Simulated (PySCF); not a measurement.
## EPR calculation, with input and output: C₄H₄F₃O

The run: EPR calculation of C₄H₄F₃O, multiplicity 2. Method and program: UKS B3LYP, pcH-1 on C F H O, non-relativistic, mean-field spin-orbit, GIAO (PySCF 2.14.0).

It belongs to a series of runs on one base structure; here: X = H replaced by OCF3.

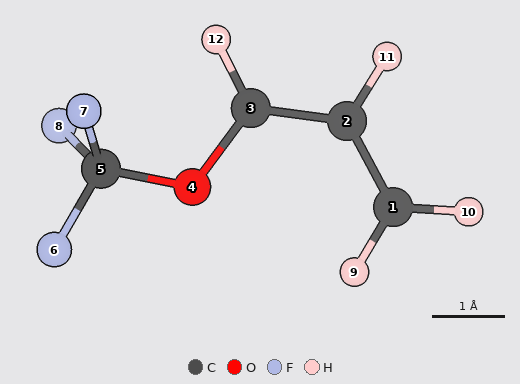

**Figure 1.** The structure (ball-and-stick view, seen at a tilt; atoms are numbered from 1 in the order of the input). Bond lengths as drawn: C–C 1.37 to 1.38 Å, C–F 1.33 to 1.35 Å, C–H 1.07 to 1.08 Å and C–O 1.32 to 1.40 Å.

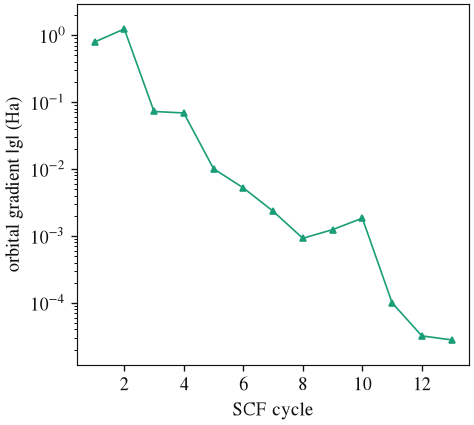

**Figure 2.** Convergence of the self-consistent field: orbital gradient |g| against the SCF cycle. All cycles printed in the log are drawn one after another.

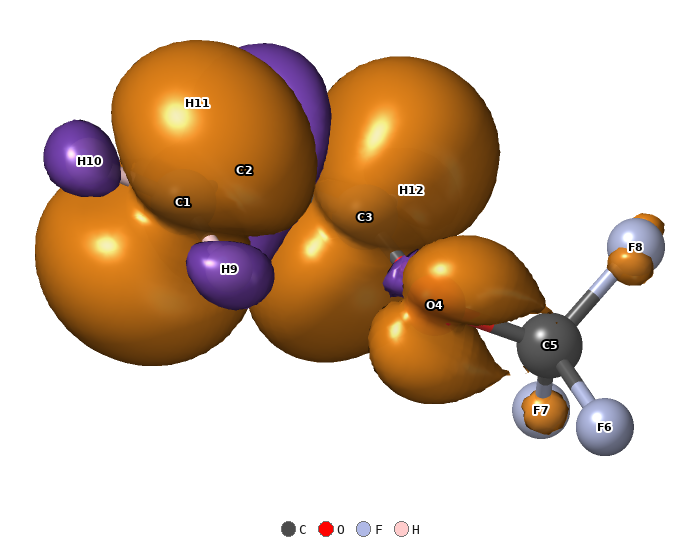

**Figure 3.** Isosurfaces of the spin density at +0.008 (orange) and −0.008 e/Å³ (purple), seen at an oblique angle. The unpaired spin (1 electron) lies mostly on C1 (about 0.4), C3 (about 0.4) and O4 (about 0.1), in electrons by Hirshfeld's partition.

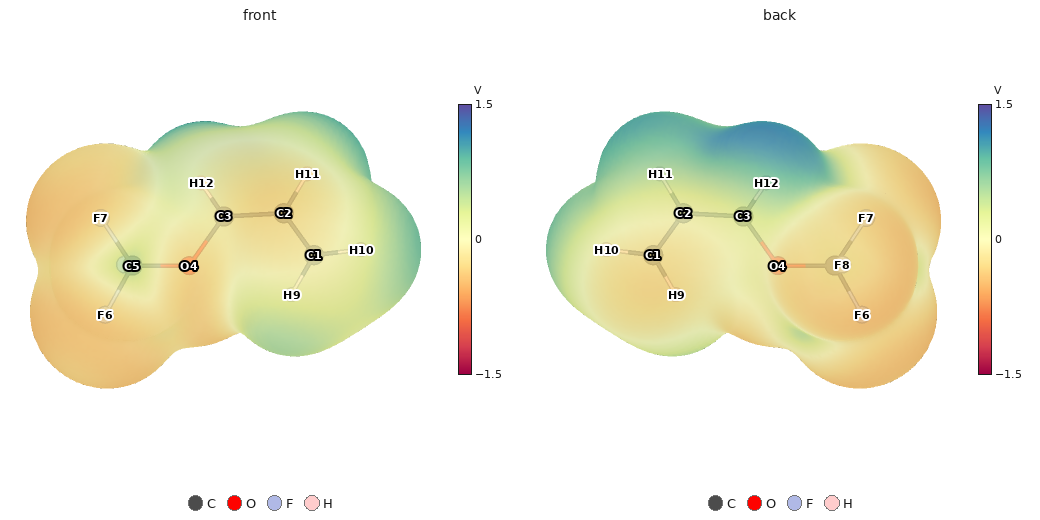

**Figure 4.** The molecular electrostatic potential painted on the density surface at 0.001 e/bohr³, seen at a tilt and from behind; red is negative and blue positive.

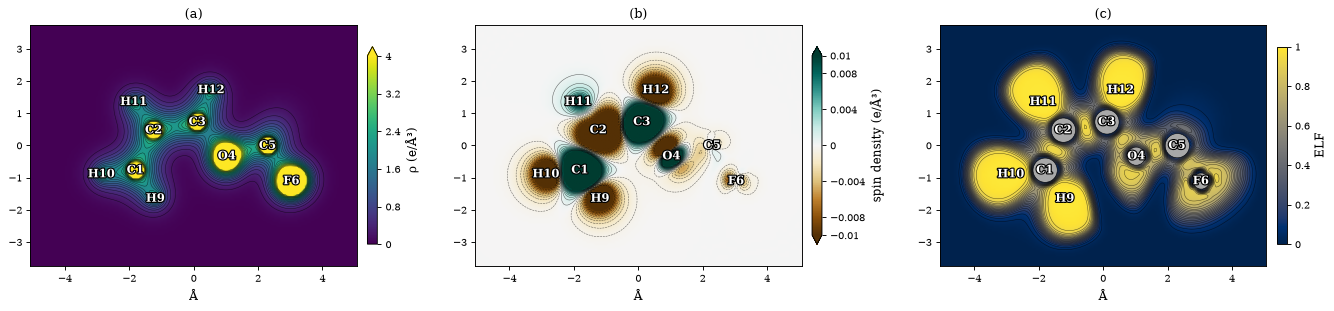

**Figure 5.** (a) total electron density; (b) spin density; (c) ELF on the plane of atoms C3, C2 and H11. Grey discs, where drawn, cover atomic cores. C–O (1.32 Å): ρ at the midpoint is about 2.6 e/Å³; the ELF peaks at about 0.90 between the atoms, which marks a polar covalent bond. The unpaired spin (1 electron) lies mostly on C1 (about 0.4), C3 (about 0.4) and O4 (about 0.1), in electrons by Hirshfeld's partition.

These pictures come from the run below.

### The input
```
{"job": {"kind": "epr", "basis": "pcH-1"}, "charge": 0, "multiplicity": 2}
C      2.194987    -0.506435    -0.068982
C      1.438274     0.621398     0.091375
C      0.062395     0.660981     0.094359
O     -0.666661    -0.519079    -0.076968
C     -1.979362    -0.398366    -0.065353
F     -2.538681    -1.586654    -0.245543
F     -2.464780     0.098639     1.087019
F     -2.455039     0.414548    -1.026242
H      1.728525    -1.464299    -0.207979
H      3.267585    -0.461133    -0.059822
H      1.925307     1.576215     0.229663
H     -0.511352     1.563498     0.222444
```

The first line tells a small driver script what to run in PySCF; the rest is the geometry in Å.

Launched with:
```bash
OMP_NUM_THREADS=1 python <driver script> task.json out
```

### Log
```
UKS, coarse grid
  cycle   1  E = -529.34814463  |g| = 7.89e-01
  cycle   2  E = -529.06809683  |g| = 1.24e+00
  cycle   3  E = -529.55567296  |g| = 7.24e-02
  cycle   4  E = -529.55627292  |g| = 6.88e-02
  cycle   5  E = -529.55861733  |g| = 1.01e-02
  cycle   6  E = -529.55870831  |g| = 5.22e-03
  cycle   7  E = -529.55873924  |g| = 2.34e-03
  cycle   8  E = -529.55874494  |g| = 9.21e-04
UKS, final grid
  cycle   1  E = -529.55876549  |g| = 1.24e-03
  cycle   2  E = -529.55876497  |g| = 1.84e-03
  cycle   3  E = -529.55876594  |g| = 1.00e-04
  cycle   4  E = -529.55876595  |g| = 3.20e-05
  cycle   5  E = -529.55876595  |g| = 2.79e-05
E = -529.55876595 Eh   <S^2> = 0.7760 (exact 0.7500)
g shifts (ppm)      1          2          3
  rmc          -163       -163       -163
  gc             -3         40         37
  oz_so         178        749       1156
  total          11        625       1030
hyperfine (MHz)  atom isotope    a_iso     a_fc   dipolar eigenvalues
    0   13C      53.56      53.56    -50.75    -48.98     99.73
    1   13C     -48.26     -48.26    -29.18     11.39     17.79
    2   13C      64.87      64.87    -56.37    -53.35    109.72
    3   17O      -6.96      -6.96    -25.37     11.68     13.69
    4   13C      -2.06      -2.06     -1.45      0.27      1.18
    5   19F      -2.12      -2.12     -3.29     -1.21      4.50
    6   19F       1.00       1.00     -8.13     -4.67     12.79
    7   19F       0.76       0.76     -8.10     -4.57     12.67
    8    1H     -40.18     -40.18    -21.02     -1.67     22.69
    9    1H     -41.56     -41.56    -24.76     -0.37     25.13
   10    1H      10.79      10.79     -5.24     -1.66      6.90
   11    1H     -46.29     -46.29    -25.88     -0.92     26.80
```

### Results in brief

- outcome: converged
- total energy: −529.558766 hartree
- ⟨S²⟩: 0.776
- isotropic g: 2.0029
- hardware: 1 CPU thread, shared host
- wall time: 44 s
- peak memory: 0.92 GiB
